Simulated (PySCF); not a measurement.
C6H16Si2, SMILES C=CC[SiH2][Si](C)(C)C at its GFN2-xTB optimised geometry (Å):

```
24

C      1.9618    -2.8983     1.0532
C      1.2713    -2.2425     0.1370
C      1.7886    -1.1052    -0.6627
Si     1.1025     0.5614     0.0000
Si    -1.2302     0.5614     0.0000
C     -1.9446    -0.3174    -1.5453
C     -1.9048     2.3499     0.0000
C     -1.9325    -0.3181     1.5475
H      1.5355    -3.7036     1.6271
H      2.9910    -2.6560     1.2622
H      0.2382    -2.5092    -0.0497
H      2.8777    -1.0906    -0.6304
H      1.4891    -1.2210    -1.7051
H      1.6964     0.7492     1.3334
H      1.7050     1.6012    -0.8531
H     -1.5983     0.1544    -2.4606
H     -3.0311    -0.2907    -1.5564
H     -1.6463    -1.3612    -1.5850
H     -1.5771     2.8961    -0.8795
H     -1.5577     2.8983     0.8707
H     -2.9910     2.3715     0.0121
H     -1.5741    -1.3407     1.6211
H     -3.0188    -0.3522     1.5352
H     -1.6324     0.1954     2.4564
```

Computed with PBE0/def2-SVP in PySCF 2.14.0. Cells within 0.4 Å of a nucleus heavier than hydrogen are left out (blank, or x).

Map of the deformation density (molecule minus spherical neutral atoms) (e/bohr³) on the plane z = 0.0 Å:

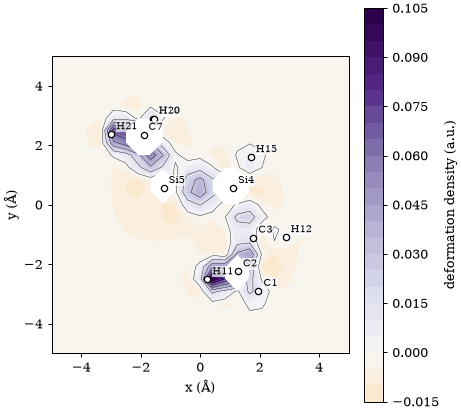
Figure: Deformation density (molecule minus spherical neutral atoms) (e/bohr³) on the plane z = 0.0 Å.
